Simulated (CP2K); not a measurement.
**CH3AlFN (SMILES F[CH]1[NH][AlH]1): PM3**

What is the vertical electron affinity of CH3AlFN at PM3? 

Program for the calculation: CP2K 2026.2.

2 further runs of the same task are left out: 1 that didn't finish, 1 set aside as unsound or not needed.

## 1. The molecule

CH3AlFN: 7 atoms, total charge 0, spin state singlet. As SMILES, `F[CH]1[NH][AlH]1`. The shape comes from GFN2-xTB, which is rough for such elements, and wasn't checked as a minimum.

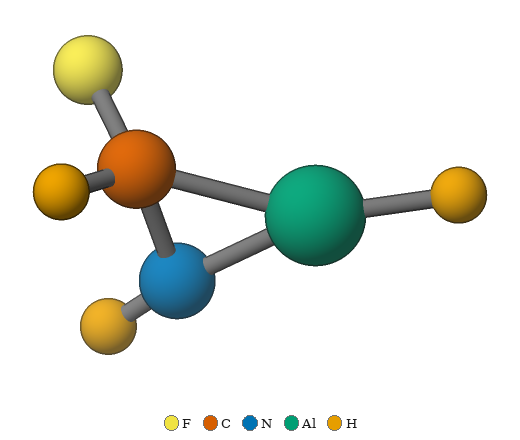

Viewed from a chosen angle; fluorine yellow, carbon orange, nitrogen blue, aluminium teal, hydrogen amber.

## 2. Energy and gradient at PM3

File job.inp:

```
&FORCE_EVAL
  METHOD QUICKSTEP
  &DFT
    &QS
      METHOD PM3
      EPS_DEFAULT 1.0E-10
      &SE
        &COULOMB
          CUTOFF [angstrom] 50
          RC_RANGE [angstrom] 0
        &END COULOMB
        &EXCHANGE
          CUTOFF [angstrom] 50
          RC_RANGE [angstrom] 0
        &END EXCHANGE
      &END SE
    &END QS
    &POISSON
      PERIODIC NONE
      POISSON_SOLVER ANALYTIC
    &END POISSON
    &SCF
      SCF_GUESS ATOMIC
      EPS_SCF 1.0E-07
      MAX_SCF 150
      ADDED_MOS 8
      &DIAGONALIZATION
        ALGORITHM STANDARD
      &END DIAGONALIZATION
      &MIXING
        METHOD DIRECT_P_MIXING
        ALPHA 0.4
      &END MIXING
    &END SCF
    &PRINT
      &MOMENTS
        PERIODIC F
        REFERENCE COM
        MAX_MOMENT 1
      &END MOMENTS
      &MO ON
        ENERGIES T
        OCCUPATION_NUMBERS T
        NDIGITS 6
        &EACH
          QS_SCF 0
        &END EACH
        ADD_LAST NUMERIC
      &END MO
      &HIRSHFELD OFF
      &END HIRSHFELD
    &END PRINT
  &END DFT
  &SUBSYS
    &CELL
      ABC 11.8 11.1 10.5
      PERIODIC NONE
    &END CELL
    &COORD
      UNIT bohr
      F     -3.4547595    -0.5725492    -0.2535068
      C     -1.1381443     0.5288777    -0.8170798
      N      0.5232274     0.7806081     1.5187918
      Al     1.9573027    -1.4541065    -0.4603184
      H     -1.6113884     2.3313929    -1.7205578
      H     -0.0960170     1.9362890     2.9110664
      H      3.8197790    -3.5504930    -1.1784332
    &END COORD
    &TOPOLOGY
      &CENTER_COORDINATES
      &END CENTER_COORDINATES
    &END TOPOLOGY
  &END SUBSYS
  &PRINT
    &FORCES ON
    &END FORCES
  &END PRINT
&END FORCE_EVAL

&GLOBAL
  PROJECT job
  RUN_TYPE ENERGY_FORCE
  PRINT_LEVEL MEDIUM
&END GLOBAL
```

On the command line:

```
OMP_NUM_THREADS=1 cp2k.psmp -i job.inp > job.out 2>&1
```

Log:

```text
CP2K| version string:                                       CP2K version 2026.2
[...]
 GLOBAL| Method name                                                        CP2K
[...]
 GLOBAL| Run type                                                   ENERGY_FORCE
[...]
                             - Atoms:                                          7
[...]
                             - Spherical basis functions:                     19
[...]
 Number of electrons:                                                         22
[...]
     1 P_Mix/Diag. 0.40E+00    0.0     0.76129267       -25.7742251553 -2.58E+01
[...]
    26 DIIS/Diag.  0.13E-06    0.0     0.00000009       -29.9523016027 -1.14E-13
  *** SCF run converged in    26 steps ***
  Core-core repulsion energy [eV]:                           1136.02872602936350
  Core Hamiltonian energy [eV]:                             -1344.28968302698559
  Two-electron integral energy [eV]:                        -1213.56523860320226
  Electronic energy [eV]:                                   -1951.07230232858683
  Total energy [eV]:                                         -815.04357629922322
  Atomic reference energy [eV]:                               815.80045145443410
  Heat of formation [kcal/mol]:                                17.45395710238973
[...]
 SE_DIPOLE| Moment [Debye]         -1.11546654      -1.68732265      -1.15424472
 SE_DIPOLE| Derivative [a.u.]       0.00000000       0.00000000       0.00000000
 ENERGY| Total FORCE_EVAL ( QS ) energy [hartree]            -29.952301602729705
 FORCES| Atomic forces [hartree/bohr]
 FORCES|   Atom     x               y               z               |f|
 FORCES|      1  6.56525337E-02  1.01253341E-02 -6.75270240E-03   6.67710758E-02
 FORCES|      2 -1.58772101E-02 -1.15398798E-02  3.71399951E-02   4.20075454E-02
 FORCES|      3 -3.07908483E-02  3.63574798E-03 -2.22506481E-02   3.81626302E-02
 FORCES|      4 -4.24850575E-02  2.00131997E-02  1.10003507E-02   4.82339713E-02
 FORCES|      5  7.42548320E-03 -4.41176933E-03 -4.40753205E-03   9.69679577E-03
 FORCES|      6  1.47668993E-02 -1.90912793E-02 -1.43023458E-02   2.80552197E-02
 FORCES|      7  1.30819979E-03  1.26864679E-03 -4.27117561E-04   1.87170532E-03
 FORCES| Sum    -7.18175519E-16 -5.55111512E-17  1.24900090E-16
 FORCES| Total atomic force                                       7.31066069E-16
[...]
```

Wall time 1.1 s (1 thread of Intel Xeon Platinum 8488C (Sapphire Rapids), shared host); peak memory 0.19 GiB.

## 3. The doublet anion

File job.inp:

```
&GLOBAL
    PROJECT_NAME job
    RUN_TYPE ENERGY_FORCE
    PRINT_LEVEL MEDIUM
&END GLOBAL
&FORCE_EVAL
    METHOD QS
    &DFT
        CHARGE -1
        MULTIPLICITY 2
        UNRESTRICTED_KOHN_SHAM T
        &QS
            METHOD PM3
            EPS_DEFAULT 1.0E-10
            &SE
                &COULOMB
                    CUTOFF [angstrom] 50
                    RC_RANGE [angstrom] 0
                &END COULOMB
                &EXCHANGE
                    CUTOFF [angstrom] 50
                    RC_RANGE [angstrom] 0
                &END EXCHANGE
            &END SE
        &END QS
        &POISSON
            PERIODIC NONE
            POISSON_SOLVER ANALYTIC
        &END POISSON
        &SCF
            SCF_GUESS ATOMIC
            EPS_SCF 1.0E-07
            MAX_SCF 150
            &DIAGONALIZATION
                ALGORITHM STANDARD
            &END DIAGONALIZATION
            &MIXING
                METHOD DIRECT_P_MIXING
                ALPHA 0.4
            &END MIXING
        &END SCF
        &PRINT
            &MOMENTS
                PERIODIC F
                REFERENCE COM
                MAX_MOMENT 1
            &END MOMENTS
            &MO ON
                ENERGIES T
                OCCUPATION_NUMBERS T
                NDIGITS 6
                &EACH
                    QS_SCF 0
                &END EACH
                ADD_LAST NUMERIC
            &END MO
            &HIRSHFELD OFF
            &END HIRSHFELD
        &END PRINT
    &END DFT
    &SUBSYS
        &CELL
            ABC 11.8 11.1 10.5
            PERIODIC NONE
        &END CELL
        &COORD
            UNIT bohr
            F     -3.4547595    -0.5725492    -0.2535068
            C     -1.1381443     0.5288777    -0.8170798
            N      0.5232274     0.7806081     1.5187918
            Al     1.9573027    -1.4541065    -0.4603184
            H     -1.6113884     2.3313929    -1.7205578
            H     -0.0960170     1.9362890     2.9110664
            H      3.8197790    -3.5504930    -1.1784332
        &END COORD
        &TOPOLOGY
            &CENTER_COORDINATES
            &END CENTER_COORDINATES
        &END TOPOLOGY
    &END SUBSYS
    &PRINT
        &FORCES ON
        &END FORCES
    &END PRINT
&END FORCE_EVAL
```

On the command line:

```
OMP_NUM_THREADS=1 cp2k.psmp -i job.inp -o job.out
```

Log:

```text
CP2K| version string:                                       CP2K version 2026.2
[...]
 GLOBAL| Method name                                                        CP2K
[...]
 GLOBAL| Run type                                                   ENERGY_FORCE
[...]
                             - Atoms:                                          7
[...]
                             - Spherical basis functions:                     19
[...]
 Number of electrons:                                                         12
[...]
     1 P_Mix/Diag. 0.40E+00    0.0     0.39167650       -25.9846471296 -2.60E+01
[...]
    97 DIIS/Diag.  0.56E-07    0.0     0.00000010       -30.0524563500 -1.14E-13
  *** SCF run converged in    97 steps ***
  Core-core repulsion energy [eV]:                           1136.02872602936350
  Core Hamiltonian energy [eV]:                             -1365.39407094228864
  Two-electron integral energy [eV]:                        -1176.80716131757981
  Electronic energy [eV]:                                   -1953.79765160107854
  Total energy [eV]:                                         -817.76892557171493
  Atomic reference energy [eV]:                               815.80045145443410
  Heat of formation [kcal/mol]:                               -45.39409513397687
[...]
 SE_DIPOLE| Moment [Debye]          3.78143491      -3.71554424      -1.94196544
 SE_DIPOLE| Derivative [a.u.]       0.00000000       0.00000000       0.00000000
 ENERGY| Total FORCE_EVAL ( QS ) energy [hartree]            -30.052456349980311
 FORCES| Atomic forces [hartree/bohr]
 FORCES|   Atom     x               y               z               |f|
 FORCES|      1  5.66232879E-02  9.99471346E-03 -5.83066957E-03   5.77934921E-02
 FORCES|      2 -1.10630646E-02 -5.94529090E-03  4.65456311E-02   4.82103066E-02
 FORCES|      3 -4.72577701E-02  2.58850753E-02 -1.24892266E-02   5.53110725E-02
 FORCES|      4 -2.66790590E-02  4.27335075E-03 -4.60085492E-03   2.74080569E-02
 FORCES|      5  7.40922609E-03 -4.66824217E-03 -3.61995328E-03   9.47592623E-03
 FORCES|      6  1.13557787E-02 -2.04139492E-02 -1.61211907E-02   2.83826676E-02
 FORCES|      7  9.61160110E-03 -9.12565730E-03 -3.88373605E-03   1.38110066E-02
 FORCES| Sum     1.11716192E-15 -5.55111512E-17  1.94289029E-16
 FORCES| Total atomic force                                       1.13528872E-15
[...]
```

It took 1.2 s on 1 thread of Intel Xeon Platinum 8488C (Sapphire Rapids), shared host; peak memory 0.19 GiB.

## 4. Results

At PM3:

| quantity | value |
| --- | --- |
| singlet CH3AlFN: total energy | -29.95230 Eh |
| singlet CH3AlFN: dipole moment | 2.33 D |
| singlet CH3AlFN: HOMO energy | -9.99 eV |
| singlet CH3AlFN: LUMO energy | -2.16 eV |
| singlet CH3AlFN: HOMO–LUMO gap | 7.83 eV |
| singlet CH3AlFN: heat of formation at this unrelaxed shape | 17.5 kcal/mol |
| singlet CH3AlFN: largest force on an atom | 3.434 eV/Å |
| doublet anion: total energy | -30.05246 Eh |
| doublet anion: HOMO energy (highest over α and β) | -3.10 eV |
| doublet anion: heat of formation at this unrelaxed shape | -45.4 kcal/mol |
| doublet anion: largest force on an atom | 2.972 eV/Å |
| vertical electron affinity (to the doublet anion) | 2.725 eV |

**Reading.** At fixed nuclei the extra electron is bound by 2.73 eV (263 kJ/mol). The largest force (singlet CH3AlFN) is 3.43 eV/Å: the shape isn't a stationary point for this species at this level. A minimal valence basis can't be trusted even for the sign of an electron affinity.
